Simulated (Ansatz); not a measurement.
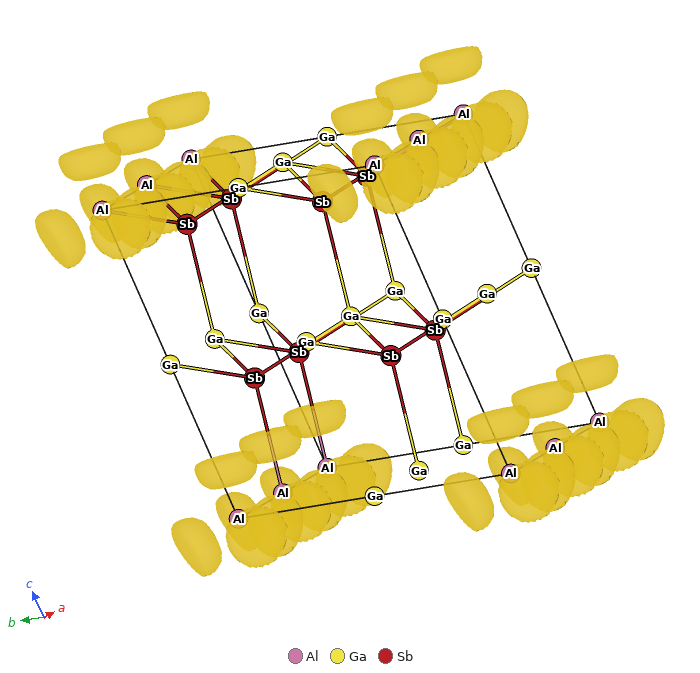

Figure 1: AlGa₃Sb₄. Isosurface of the electron localisation function at 0.75 (yellow), seen at an oblique angle. Only the valence region is drawn (cores and ρ < 0.01 e/Å³ removed). Sticks mark near contacts.

Space group Amm2; a generated structure, not necessarily the stable one.

All numbers below come from DFT PBEsol, scalar-relativistic, plane waves, PAW (Ansatz).

Core electrons are frozen (PAW), and the valence fields are smoothed inside the atomic spheres.

Q: Where are the electrons localised?

A: The ELF exceeds this value in eight regions between bonded Al–Sb atoms (shared pairs), counted in one cell of 16 atoms. Regions shared between cells count once. Profiles from the grid: Ga–Sb (2.65 Å): the ELF peaks at about 0.70 between the atoms. Al–Sb (2.66 Å): the ELF is about 0.85 at the midpoint.
